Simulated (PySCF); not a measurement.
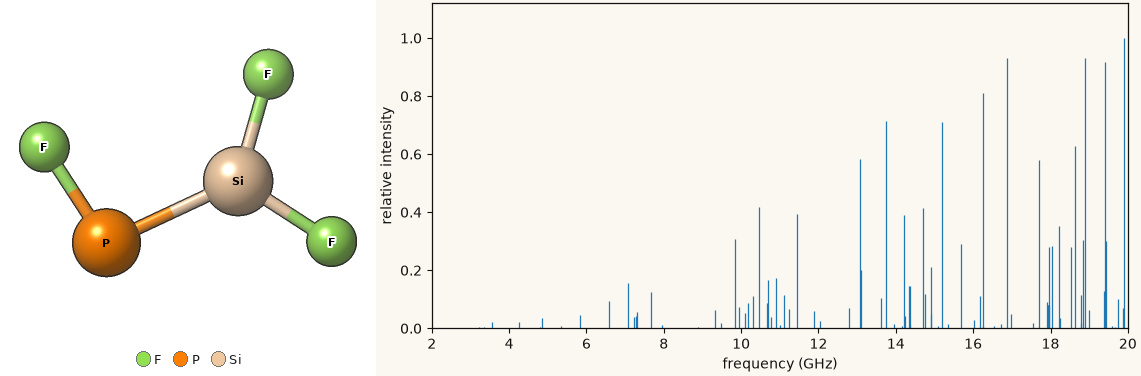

SiPF₃, SMILES FP=[Si](F)F. Simulated rotational absorption lines between 2 and 20 GHz at 2 K: rigid rotor with the equilibrium constants and dipole of one optimised conformer (PBE0-D3(BJ)/def2-SVP, PySCF), commonest isotopes; no centrifugal distortion, hyperfine structure, internal rotation or nuclear-spin weights; lines within 1 MHz of each other are summed.

What are the rotational constants, and what kind of rotor is it?

Answer. Rotational constants A, B, C = 5.776, 2.049, 1.513 GHz; Ray's κ = −0.75, an asymmetric top on the prolate side.

Which dipole components drive the lines?

Answer.
|μa|, |μb|, |μc| = 0.94, 0.63, 0.00 D; a-type lines carry 73 % of the intensity in this range.

Caveats: coarse grid, loose stop and no frequency check, small forces are noise and the end may be a saddle.
